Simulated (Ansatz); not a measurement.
Run report: B5SiH7 (charge −2), geometry relaxation (part 2 of 2)

The same run, continued: B5SiH7, charge −2; RKS PBE-D4/def2-SVPD (Ansatz 0.2.0). The geometry: GFN2-xTB start.

Geometry of the input (Å):
```
B  -0.4780  0.1148  1.3620
B  0.0624  -1.3768  0.4473
B  0.1797  0.1663  -0.1683
B  -1.3520  -1.2623  1.2598
B  -1.3790  -0.4149  -0.1402
Si 1.3236  1.2340  -1.2290
H  -0.3356  0.9077  2.3148
H  0.8379  -2.3460  0.3210
H  0.9112  2.7112  -1.7598
H  1.8699  0.7681  -2.6824
H  2.7866  1.7217  -0.7370
H  -2.1176  -1.9745  1.9690
H  -2.3093  -0.2496  -0.9571
```

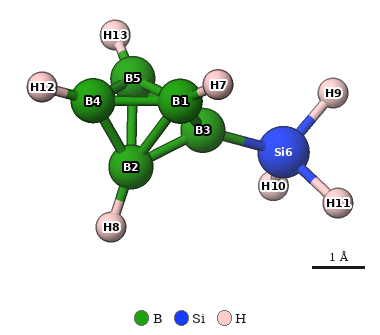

Fig. 1: The geometry at step 5 of the log (ball-and-stick view, seen at a tilt; atoms are numbered from 1 in the order of the input).

### Trajectory as extended XYZ (Å, eV, eV/Å), 9 frames, from step=1 to step=9
```
13
Properties=species:S:1:pos:R:3:forces:R:3 step=1 energy=-11356.31005
B    -0.4780    0.1148    1.3620    0.3337   0.6340   0.2261
B     0.0624   -1.3768    0.4473    0.6413  -0.2364  -0.2871
B     0.1797    0.1663   -0.1683    0.3040   0.2757  -0.2664
B    -1.3520   -1.2623    1.2598   -1.8734  -1.7376   1.7201
B    -1.3790   -0.4149   -0.1402   -0.2403   0.3048  -0.6462
Si    1.3236    1.2340   -1.2290    1.4577   1.3978  -1.3976
H    -0.3356    0.9077    2.3148   -0.0321  -0.1756  -0.2149
H     0.8379   -2.3460    0.3210   -0.1698   0.2182   0.0271
H     0.9112    2.7112   -1.7598   -0.0249  -0.6493   0.3395
H     1.8699    0.7681   -2.6824   -0.3495  -0.0036   0.6279
H     2.7866    1.7217   -0.7370   -0.6270  -0.3162   0.0018
H    -2.1176   -1.9745    1.9690    0.3525   0.3265  -0.3256
H    -2.3093   -0.2496   -0.9571    0.2278  -0.0383   0.1954
13
Properties=species:S:1:pos:R:3:forces:R:3 step=2 energy=-11356.52626
B    -0.4664    0.1237    1.3448    0.1502   0.2790   0.0788
B     0.0723   -1.3594    0.4370    0.2816  -0.0855  -0.1279
B     0.2075    0.1925   -0.1944   -0.0097  -0.0146   0.0199
B    -1.3663   -1.2753    1.2724   -0.7630  -0.7081   0.6996
B    -1.3616   -0.4046   -0.1488   -0.0908   0.1332  -0.2811
Si    1.3655    1.2742   -1.2699    0.3606   0.3454  -0.3413
H    -0.3240    0.9132    2.2873   -0.0088  -0.0422  -0.0509
H     0.8449   -2.3180    0.3104   -0.0403   0.0522   0.0068
H     0.8408    2.6949   -1.7117    0.2266  -0.2977   0.0415
H     1.8191    0.6994   -2.6670   -0.0405   0.2344   0.2880
H     2.7672    1.6737   -0.6679   -0.2798  -0.0316  -0.2373
H    -2.1182   -1.9753    1.9693    0.1566   0.1449  -0.1440
H    -2.2810   -0.2391   -0.9616    0.0573  -0.0094   0.0478
13
Properties=species:S:1:pos:R:3:forces:R:3 step=3 energy=-11356.55747
B    -0.4826    0.1124    1.3588    0.0927   0.1588   0.0011
B     0.0611   -1.3745    0.4528    0.1488  -0.0028  -0.0963
B     0.1982    0.1847   -0.1880    0.1796   0.1717  -0.1597
B    -1.3929   -1.2999    1.2954   -0.2996  -0.2777   0.2761
B    -1.3799   -0.4201   -0.1394    0.0100   0.0814  -0.1418
Si    1.3879    1.2967   -1.2907   -0.0591  -0.0631   0.0491
H    -0.3346    0.9097    2.2970   -0.0265  -0.0800  -0.0793
H     0.8450   -2.3271    0.3253   -0.0855   0.0821   0.0167
H     0.8972    2.7167   -1.7355    0.0950  -0.2112   0.0611
H     1.8440    0.7521   -2.6870   -0.0589   0.1068   0.2020
H     2.7911    1.6961   -0.7202   -0.2044  -0.0513  -0.1044
H    -2.1404   -1.9970    1.9919    0.1214   0.1125  -0.1138
H    -2.2941   -0.2496   -0.9606    0.0865  -0.0270   0.0891
13
Properties=species:S:1:pos:R:3:forces:R:3 step=4 energy=-11356.57228
B    -0.4764    0.1189    1.3516    0.0155   0.0227  -0.0136
B     0.0671   -1.3663    0.4465    0.0179   0.0124  -0.0136
B     0.2046    0.1909   -0.1927   -0.0189  -0.0176   0.0200
B    -1.3912   -1.2984    1.2948   -0.0492  -0.0456   0.0438
B    -1.3709   -0.4143   -0.1442    0.0126   0.0068  -0.0134
Si    1.3781    1.2863   -1.2818   -0.0400  -0.0397   0.0376
H    -0.3330    0.9115    2.2873   -0.0071  -0.0086  -0.0030
H     0.8444   -2.3171    0.3196   -0.0094   0.0034   0.0046
H     0.8997    2.6873   -1.7211   -0.0213   0.0672  -0.0156
H     1.8299    0.7571   -2.6606    0.0165  -0.0228  -0.0640
H     2.7628    1.6824   -0.7243    0.0642   0.0131   0.0236
H    -2.1331   -1.9908    1.9853    0.0147   0.0140  -0.0143
H    -2.2822   -0.2475   -0.9604    0.0046  -0.0054   0.0079
13
Properties=species:S:1:pos:R:3:forces:R:3 step=5 energy=-11356.57359
B    -0.4831    0.1234    1.3489    0.0021   0.0040  -0.0023
B     0.0710   -1.3633    0.4536    0.0048   0.0034  -0.0024
B     0.2054    0.1918   -0.1918   -0.0200  -0.0187   0.0181
B    -1.3926   -1.2999    1.2957    0.0026   0.0022  -0.0019
B    -1.3680   -0.4214   -0.1474    0.0047   0.0038  -0.0052
Si    1.3787    1.2868   -1.2826    0.0068   0.0064  -0.0066
H    -0.3517    0.9175    2.2846   -0.0021  -0.0009  -0.0012
H     0.8505   -2.3131    0.3362   -0.0010   0.0010   0.0023
H     0.9146    2.7072   -1.6931    0.0014   0.0010   0.0033
H     1.8018    0.7722   -2.6817   -0.0032   0.0016  -0.0011
H     2.7831    1.6538   -0.7405    0.0010  -0.0033  -0.0015
H    -2.1334   -1.9915    1.9860    0.0023   0.0023  -0.0026
H    -2.2763   -0.2635   -0.9680    0.0006  -0.0026   0.0011
13
Properties=species:S:1:pos:R:3:forces:R:3 step=6 energy=-11356.57387
B    -0.4880    0.1270    1.3469   -0.0063  -0.0080   0.0036
B     0.0745   -1.3610    0.4590   -0.0051  -0.0017   0.0043
B     0.2056    0.1921   -0.1910   -0.0051  -0.0047   0.0033
B    -1.3929   -1.3002    1.2957    0.0226   0.0206  -0.0188
B    -1.3656   -0.4266   -0.1505    0.0003  -0.0001   0.0019
Si    1.3790    1.2871   -1.2831    0.0183   0.0177  -0.0174
H    -0.3652    0.9231    2.2819    0.0006   0.0032  -0.0006
H     0.8562   -2.3095    0.3489    0.0032  -0.0001   0.0007
H     0.9266    2.7199   -1.6701    0.0101  -0.0238   0.0084
H     1.7786    0.7845   -2.6955   -0.0084   0.0108   0.0228
H     2.7962    1.6303   -0.7533   -0.0229  -0.0074  -0.0113
H    -2.1331   -1.9914    1.9855   -0.0061  -0.0057   0.0054
H    -2.2717   -0.2754   -0.9745   -0.0011  -0.0010  -0.0023
13
Properties=species:S:1:pos:R:3:forces:R:3 step=7 energy=-11356.57408
B    -0.4920    0.1298    1.3454   -0.0080  -0.0107   0.0050
B     0.0772   -1.3593    0.4631   -0.0078  -0.0031   0.0055
B     0.2057    0.1922   -0.1905    0.0040   0.0039  -0.0052
B    -1.3927   -1.3000    1.2953    0.0202   0.0183  -0.0161
B    -1.3638   -0.4304   -0.1531   -0.0010  -0.0013   0.0039
Si    1.3790    1.2872   -1.2832    0.0153   0.0144  -0.0140
H    -0.3748    0.9283    2.2789    0.0014   0.0039  -0.0011
H     0.8616   -2.3062    0.3586    0.0037   0.0002   0.0000
H     0.9365    2.7281   -1.6511    0.0101  -0.0241   0.0067
H     1.7598    0.7948   -2.7044   -0.0073   0.0111   0.0231
H     2.8046    1.6113   -0.7640   -0.0232  -0.0060  -0.0111
H    -2.1330   -1.9913    1.9850   -0.0066  -0.0062   0.0059
H    -2.2681   -0.2845   -0.9801   -0.0008  -0.0004  -0.0027
13
Properties=species:S:1:pos:R:3:forces:R:3 step=8 energy=-11356.57433
B    -0.4987    0.1339    1.3430   -0.0034  -0.0040   0.0038
B     0.0814   -1.3568    0.4702   -0.0023  -0.0024   0.0022
B     0.2060    0.1922   -0.1898    0.0052   0.0048  -0.0063
B    -1.3924   -1.2996    1.2947    0.0006   0.0002   0.0014
B    -1.3609   -0.4369   -0.1574   -0.0007   0.0003  -0.0001
Si    1.3790    1.2869   -1.2827    0.0102   0.0122  -0.0139
H    -0.3898    0.9382    2.2728    0.0011   0.0008  -0.0026
H     0.8712   -2.3004    0.3746    0.0006   0.0021  -0.0004
H     0.9543    2.7398   -1.6197    0.0049  -0.0136   0.0062
H     1.7278    0.8143   -2.7180   -0.0022   0.0035   0.0160
H     2.8173    1.5796   -0.7823   -0.0151  -0.0036  -0.0066
H    -2.1333   -1.9914    1.9843   -0.0005  -0.0003   0.0000
H    -2.2618   -0.2997   -0.9897    0.0016  -0.0001   0.0003
13
Properties=species:S:1:pos:R:3:forces:R:3 step=9 energy=-11356.57428
B    -0.5023    0.1363    1.3410   -0.0025  -0.0003  -0.0001
B     0.0835   -1.3550    0.4734   -0.0012  -0.0003  -0.0010
B     0.2054    0.1926   -0.1908   -0.0021  -0.0003  -0.0015
B    -1.3921   -1.2996    1.2948    0.0010   0.0004   0.0008
B    -1.3597   -0.4405   -0.1597    0.0008   0.0001   0.0008
Si    1.3774    1.2876   -1.2843    0.0149  -0.0057   0.0155
H    -0.3967    0.9445    2.2678    0.0003   0.0002  -0.0008
H     0.8769   -2.2959    0.3819   -0.0002   0.0005  -0.0004
H     0.9636    2.7482   -1.5976    0.0029  -0.0126  -0.0143
H     1.7140    0.8203   -2.7231   -0.0111   0.0161  -0.0009
H     2.8218    1.5613   -0.7936   -0.0030   0.0019   0.0016
H    -2.1329   -1.9915    1.9844    0.0003  -0.0001   0.0000
H    -2.2590   -0.3083   -0.9945   -0.0001   0.0000   0.0002
```

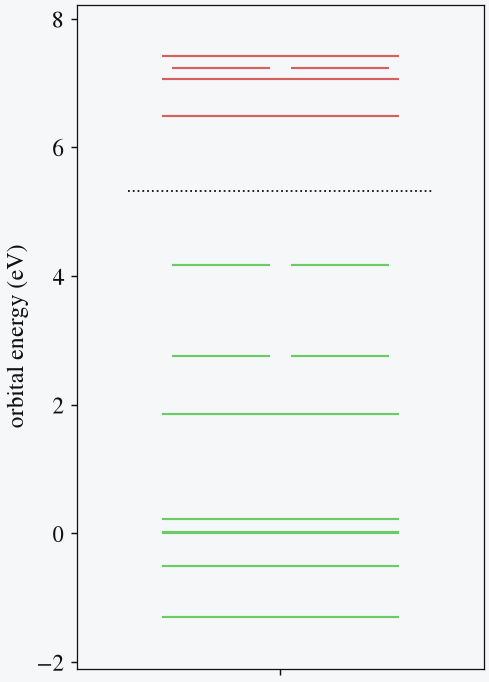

Fig. 2: Orbital energies near the frontier; the dotted line parts filled from empty levels, and levels within 0.02 eV of each other stand side by side. Highest filled 4.17 eV, lowest empty 6.48 eV, 2.31 eV apart.

### Summary

```csv
quantity,value
outcome,converged
total energy,−11356.5743 eV
mean-field energy,−11356.1726 eV
dispersion energy,−0.4017 eV
HOMO,4.17 eV
LUMO,6.48 eV
largest force (length of the vector) at the end,0.022 eV/Å
hardware,"4 threads of Arm Neoverse V1, 23 GiB of memory available, shared host"
wall time,15 s (CPU time 54 s)
peak memory,0.23 GiB
```

The highest filled orbital lies above zero: either the extra electron isn't bound at this level, or the self-interaction error of the functional lifts the level.
